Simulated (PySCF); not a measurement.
**Pb⁶⁰⁺, Pb⁶¹⁺: ionisation energy in even-tempered 17s13p7d4f3g**

Each state of lead is computed at each level; their differences give the ionisation energy. How far do the methods differ?

The numbers are computed with PySCF 2.14.0 (unrestricted determinants in a Gaussian basis, no spin-orbit coupling in the energies), except any that are marked as measured or tabulated.

**1. The atom as given**

| Item | Value |
| --- | --- |
| Element | lead (Z = 82) |
| Basis | an uncontracted even-tempered set (17 s from 17 bohr⁻², ratio 2.5; 13 p from 22 bohr⁻², ratio 2.5; 7 d from 22 bohr⁻², ratio 2.5; 4 f from 79 bohr⁻², ratio 2.7; 3 g from 120 bohr⁻², ratio 2.7) |
| Hamiltonian | scalar relativity by spin-free X2C-1e |
| State 1 | Pb⁶⁰⁺: [Ar] 3d4, high-spin 5D determinant |
| State 2 | Pb⁶¹⁺: [Ar] 3d3, high-spin 4F determinant |
| Methods | UHF, LDA, PBE, PBE0, r2SCAN, PBEsol, M06-2X, MP2 |
| Core shells frozen in the correlated runs | outer shells: [Ne] (for Pb⁶⁰⁺) |

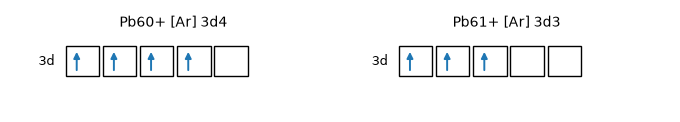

Occupation of the outer shells (arrows by Hund's rule).

The runs were made by one driver on top of PySCF. The scripts below sum up each run's settings (the driver also hands on starting orbitals that pick excited configurations, and frozen orbitals as a list rather than a count), and the logs come from the driver's own runs. The driver starts from symmetry-adapted Hartree-Fock orbitals, holds the occupation by maximum overlap and uses a logarithmic radial grid for functionals, so a plain start would take other cycles.

The integrals over 146 functions and the set-up took 1.2 s of CPU time.

**2. Pb⁶⁰⁺**

#### UHF

Contents of input.py:

```python
from pyscf import gto, scf, dft, mp, cc
mol = gto.M(atom="Pb 0 0 0", charge=60, spin=4, symmetry="D2h",
            basis=gto.etbs([(0, 17, 17, 2.5), (1, 13, 22, 2.5), (2, 7, 22, 2.5), (3, 4, 79, 2.7), (4, 3, 120, 2.7)]),
            nucmod="G")
mf = scf.UHF(mol).sfx2c1e()
mf.irrep_nelec = {'Ag': (4, 3), 'B1g': (1, 0), 'B2g': (1, 0), 'B3g': (1, 0), 'B1u': (2, 2), 'B2u': (2, 2), 'B3u': (2, 2)}
mf.kernel()
```

The program printed:

```text
damping factor = 0
level_shift factor = 0
DIIS = <class 'pyscf.scf.diis.CDIIS'>
diis_start_cycle = 1
diis_space = 10
diis_damp = 0
SCF conv_tol = 1e-09
SCF conv_tol_grad = None
number electrons alpha = 13  beta = 9
cycle= 1 E= -17296.7362302961  delta_E= -0.00866  |g|= 0.0513  |ddm|= 0.0111
cycle= 2 E= -17296.73625589  delta_E= -2.56e-05  |g|= 0.00404  |ddm|= 0.00089
cycle= 3 E= -17296.7362561387  delta_E= -2.49e-07  |g|= 0.000169  |ddm|= 0.000101
cycle= 4 E= -17296.7362561392  delta_E= -4.51e-10  |g|= 8.11e-07  |ddm|= 4.46e-06
converged SCF energy = -17296.7362561392  <S^2> = 6.0001079  2S+1 = 5.0000432
```

It used 15 s of CPU time after the integrals (shared host).

The occupied shells:

```tsv
shell	electrons	mean orbital energy (eV)	spread (eV)	rms radius (bohr)
1s α	1	-92775.4	0	0.0181
1s β	1	-92774.5	0	0.0181
2s α	1	-20164.9	0	0.0725
2s β	1	-20123.5	0	0.0725
2p α	3	-17973.7	2.514	0.0667
2p β	3	-17930.4	10.605	0.0667
3s α	1	-7644.3	0	0.178
3s β	1	-7594.9	0	0.178
3p α	3	-6993.1	5.315	0.179
3p β	3	-6933.1	12.854	0.179
3d α	4	-6394.0	13.342	0.159
```

⟨S²⟩ = 6.000, ⟨L²⟩ = 6.00.

Spin-orbit constants on these orbitals (cm⁻¹; bare nucleus, screened nucleus, mean field): 3d 438700, 385200, 381800. To first order in LS coupling the lowest level has J = 0 and lies 71.0 eV below the centre of the term.

Spin-orbit coupling is strong in this species (close to jj coupling), so the high-spin LS determinant is a model state, not a physical level.

#### LDA

input.py, as changed from the run before:

```diff
@@ -4,3 +4,3 @@
             nucmod="G")
-mf = scf.UHF(mol).sfx2c1e()
+mf = dft.UKS(mol, xc="LDA,VWN").sfx2c1e()
 mf.irrep_nelec = {'Ag': (4, 3), 'B1g': (1, 0), 'B2g': (1, 0), 'B3g': (1, 0), 'B1u': (2, 2), 'B2u': (2, 2), 'B3u': (2, 2)}
```

The program printed:

```text
damping factor = 0
level_shift factor = 0
DIIS = <class 'pyscf.scf.diis.CDIIS'>
diis_start_cycle = 1
diis_space = 10
diis_damp = 0
SCF conv_tol = 1e-09
SCF conv_tol_grad = None
number electrons alpha = 13  beta = 9
XC functionals = LDA,VWN
    P. A. M. Dirac.,  Math. Proc. Cambridge Philos. Soc. 26, 376 (1930)
    F. Bloch.,  Z. Phys. 57, 545 (1929)
    S. H. Vosko, L. Wilk, and M. Nusair.,  Can. J. Phys. 58, 1200 (1980)
cycle= 1 E= -17285.9662011943  delta_E= -0.0307  |g|= 0.0952  |ddm|= 0.0365
cycle= 2 E= -17285.9662134532  delta_E= -1.23e-05  |g|= 0.00549  |ddm|= 0.000606
cycle= 3 E= -17285.9662135228  delta_E= -6.96e-08  |g|= 0.000232  |ddm|= 5.27e-05
cycle= 4 E= -17285.966213523  delta_E= -1.71e-10  |g|= 2.72e-06  |ddm|= 3.01e-06
converged SCF energy = -17285.966213523  <S^2> = 6.0000253  2S+1 = 5.0000101
```

CPU time 1.5 s on a shared host, the integrals not counted.

#### PBE

input.py, as changed from the run before:

```diff
@@ -4,3 +4,3 @@
             nucmod="G")
-mf = dft.UKS(mol, xc="LDA,VWN").sfx2c1e()
+mf = dft.UKS(mol, xc="PBE").sfx2c1e()
 mf.irrep_nelec = {'Ag': (4, 3), 'B1g': (1, 0), 'B2g': (1, 0), 'B3g': (1, 0), 'B1u': (2, 2), 'B2u': (2, 2), 'B3u': (2, 2)}
```

The program printed:

```text
damping factor = 0
level_shift factor = 0
DIIS = <class 'pyscf.scf.diis.CDIIS'>
diis_start_cycle = 1
diis_space = 10
diis_damp = 0
SCF conv_tol = 1e-09
SCF conv_tol_grad = None
number electrons alpha = 13  beta = 9
XC functionals = PBE
    J. P. Perdew, K. Burke, and M. Ernzerhof.,  Phys. Rev. Lett. 77, 3865 (1996)
    J. P. Perdew, K. Burke, and M. Ernzerhof.,  Phys. Rev. Lett. 78, 1396 (1997)
    J. P. Perdew, K. Burke, and M. Ernzerhof.,  Phys. Rev. Lett. 77, 3865 (1996)
    J. P. Perdew, K. Burke, and M. Ernzerhof.,  Phys. Rev. Lett. 78, 1396 (1997)
cycle= 1 E= -17299.1428257562  delta_E= -0.0245  |g|= 0.0431  |ddm|= 0.0271
cycle= 2 E= -17299.1428305469  delta_E= -4.79e-06  |g|= 0.0012  |ddm|= 0.000322
cycle= 3 E= -17299.1428305524  delta_E= -5.49e-09  |g|= 2.26e-05  |ddm|= 1.19e-05
cycle= 4 E= -17299.1428305524  delta_E= 7.28e-12  |g|= 1.53e-06  |ddm|= 2.36e-07
converged SCF energy = -17299.1428305524  <S^2> = 6.0000313  2S+1 = 5.0000125
```

CPU time 2 s on a shared host, the integrals not counted.

#### PBE0

input.py, as changed from the run before:

```diff
@@ -4,3 +4,3 @@
             nucmod="G")
-mf = dft.UKS(mol, xc="PBE").sfx2c1e()
+mf = dft.UKS(mol, xc="PBE0").sfx2c1e()
 mf.irrep_nelec = {'Ag': (4, 3), 'B1g': (1, 0), 'B2g': (1, 0), 'B3g': (1, 0), 'B1u': (2, 2), 'B2u': (2, 2), 'B3u': (2, 2)}
```

The program printed:

```text
damping factor = 0
level_shift factor = 0
DIIS = <class 'pyscf.scf.diis.CDIIS'>
diis_start_cycle = 1
diis_space = 10
diis_damp = 0
SCF conv_tol = 1e-09
SCF conv_tol_grad = None
number electrons alpha = 13  beta = 9
XC functionals = PBE0
    C. Adamo and V. Barone.,  J. Chem. Phys. 110, 6158 (1999)
    M. Ernzerhof and G. E. Scuseria.,  J. Chem. Phys. 110, 5029 (1999)
cycle= 1 E= -17298.8218897584  delta_E= -0.0162  |g|= 0.0385  |ddm|= 0.0211
cycle= 2 E= -17298.8218936119  delta_E= -3.85e-06  |g|= 0.000678  |ddm|= 0.000323
cycle= 3 E= -17298.8218936153  delta_E= -3.44e-09  |g|= 3.29e-05  |ddm|= 1.19e-05
cycle= 4 E= -17298.8218936153  delta_E= 3.64e-12  |g|= 1.62e-06  |ddm|= 4.26e-07
converged SCF energy = -17298.8218936153  <S^2> = 6.0000451  2S+1 = 5.0000181
```

It used 3.5 s of CPU time after the integrals (shared host).

#### r2SCAN

input.py, as changed from the run before:

```diff
@@ -4,3 +4,3 @@
             nucmod="G")
-mf = dft.UKS(mol, xc="PBE0").sfx2c1e()
+mf = dft.UKS(mol, xc="R2SCAN").sfx2c1e()
 mf.irrep_nelec = {'Ag': (4, 3), 'B1g': (1, 0), 'B2g': (1, 0), 'B3g': (1, 0), 'B1u': (2, 2), 'B2u': (2, 2), 'B3u': (2, 2)}
```

The program printed:

```text
damping factor = 0
level_shift factor = 0
DIIS = <class 'pyscf.scf.diis.CDIIS'>
diis_start_cycle = 1
diis_space = 10
diis_damp = 0
SCF conv_tol = 1e-09
SCF conv_tol_grad = None
number electrons alpha = 13  beta = 9
XC functionals = R2SCAN
    J. W. Furness, A. D. Kaplan, J. Ning, J. P. Perdew, and J. Sun.,  J. Phys. Chem. Lett. 11, 8208-8215 (2020)
    J. W. Furness, A. D. Kaplan, J. Ning, J. P. Perdew, and J. Sun.,  J. Phys. Chem. Lett. 11, 9248-9248 (2020)
    J. W. Furness, A. D. Kaplan, J. Ning, J. P. Perdew, and J. Sun.,  J. Phys. Chem. Lett. 11, 8208-8215 (2020)
    J. W. Furness, A. D. Kaplan, J. Ning, J. P. Perdew, and J. Sun.,  J. Phys. Chem. Lett. 11, 9248-9248 (2020)
cycle= 1 E= -17299.2269776375  delta_E= -0.0156  |g|= 0.0429  |ddm|= 0.0197
cycle= 2 E= -17299.2269813883  delta_E= -3.75e-06  |g|= 0.000931  |ddm|= 0.000291
cycle= 3 E= -17299.2269813912  delta_E= -2.86e-09  |g|= 3.34e-05  |ddm|= 9.57e-06
cycle= 4 E= -17299.2269813912  delta_E= 1.46e-11  |g|= 1.79e-06  |ddm|= 3.28e-07
converged SCF energy = -17299.2269813912  <S^2> = 6.0000613  2S+1 = 5.0000245
```

CPU time 4.5 s on a shared host, the integrals not counted.

#### PBEsol

input.py, as changed from the run before:

```diff
@@ -4,3 +4,3 @@
             nucmod="G")
-mf = dft.UKS(mol, xc="R2SCAN").sfx2c1e()
+mf = dft.UKS(mol, xc="PBEsol").sfx2c1e()
 mf.irrep_nelec = {'Ag': (4, 3), 'B1g': (1, 0), 'B2g': (1, 0), 'B3g': (1, 0), 'B1u': (2, 2), 'B2u': (2, 2), 'B3u': (2, 2)}
```

The program printed:

```text
damping factor = 0
level_shift factor = 0
DIIS = <class 'pyscf.scf.diis.CDIIS'>
diis_start_cycle = 1
diis_space = 10
diis_damp = 0
SCF conv_tol = 1e-09
SCF conv_tol_grad = None
number electrons alpha = 13  beta = 9
XC functionals = PBEsol
    J. P. Perdew, A. Ruzsinszky, G. I. Csonka, O. A. Vydrov, G. E. Scuseria, L. A. Constantin, X. Zhou, and K. Burke.,  Phys. Rev. Lett. 100, 136406 (2008)
    J. P. Perdew, A. Ruzsinszky, G. I. Csonka, O. A. Vydrov, G. E. Scuseria, L. A. Constantin, X. Zhou, and K. Burke.,  Phys. Rev. Lett. 100, 136406 (2008)
cycle= 1 E= -17293.3722099472  delta_E= -0.0243  |g|= 0.0529  |ddm|= 0.0292
cycle= 2 E= -17293.3722162363  delta_E= -6.29e-06  |g|= 0.00256  |ddm|= 0.000384
cycle= 3 E= -17293.3722162527  delta_E= -1.64e-08  |g|= 0.000109  |ddm|= 2.35e-05
cycle= 4 E= -17293.3722162528  delta_E= -6.18e-11  |g|= 2.36e-06  |ddm|= 1.4e-06
converged SCF energy = -17293.3722162528  <S^2> = 6.0000288  2S+1 = 5.0000115
```

It used 1.9 s of CPU time after the integrals (shared host).

#### M06-2X

input.py, as changed from the run before:

```diff
@@ -4,3 +4,3 @@
             nucmod="G")
-mf = dft.UKS(mol, xc="PBEsol").sfx2c1e()
+mf = dft.UKS(mol, xc="M062X").sfx2c1e()
 mf.irrep_nelec = {'Ag': (4, 3), 'B1g': (1, 0), 'B2g': (1, 0), 'B3g': (1, 0), 'B1u': (2, 2), 'B2u': (2, 2), 'B3u': (2, 2)}
```

The program printed:

```text
damping factor = 0
level_shift factor = 0
DIIS = <class 'pyscf.scf.diis.CDIIS'>
diis_start_cycle = 1
diis_space = 10
diis_damp = 0
SCF conv_tol = 1e-09
SCF conv_tol_grad = None
number electrons alpha = 13  beta = 9
XC functionals = M062X
    Y. Zhao and D. G. Truhlar.,  Theor. Chem. Acc. 120, 215 (2008)
    Y. Zhao and D. G. Truhlar.,  Theor. Chem. Acc. 120, 215 (2008)
cycle= 1 E= -17300.4744958815  delta_E= -0.0304  |g|= 0.178  |ddm|= 0.0267
cycle= 2 E= -17300.4745071997  delta_E= -1.13e-05  |g|= 0.00364  |ddm|= 0.000902
cycle= 3 E= -17300.4745072474  delta_E= -4.77e-08  |g|= 0.000291  |ddm|= 4.33e-05
cycle= 4 E= -17300.4745072477  delta_E= -2.98e-10  |g|= 1.08e-05  |ddm|= 3.49e-06
converged SCF energy = -17300.4745072477  <S^2> = 6.0000441  2S+1 = 5.0000176
```

It used 6.1 s of CPU time after the integrals (shared host).

#### MP2 (outer shells)

input.py, as changed from the run before:

```diff
@@ -4,4 +4,5 @@
             nucmod="G")
-mf = dft.UKS(mol, xc="M062X").sfx2c1e()
+mf = scf.UHF(mol).sfx2c1e()
 mf.irrep_nelec = {'Ag': (4, 3), 'B1g': (1, 0), 'B2g': (1, 0), 'B3g': (1, 0), 'B1u': (2, 2), 'B2u': (2, 2), 'B3u': (2, 2)}
 mf.kernel()
+mp.UMP2(mf, frozen=5).kernel()
```

This step left no log, only its results.

CPU time 2.3 s on a shared host, the integrals not counted.

With 12 electrons correlated, the MP2 correlation energy is -0.50214 hartree (-0.17034 same spin, -0.33180 opposite spin); the SCS form gives -0.45495. Largest pairs of shells: 3p-3d -0.1929, 3p-3p -0.1732, 3s-3p -0.0504, 3d-3d -0.0444, 3s-3d -0.0331.

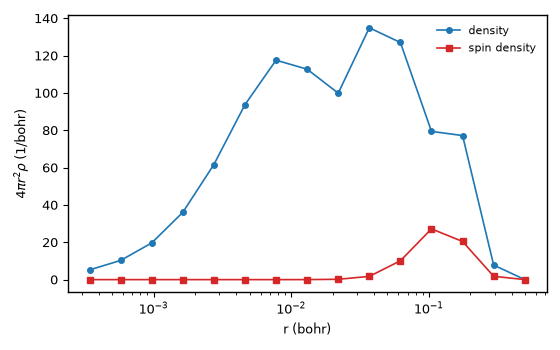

Radial density 4πr²ρ of Pb⁶⁰⁺ at UHF, without picture-change correction, at 15 stored radii joined by straight lines.

[end of part 1 of 2]
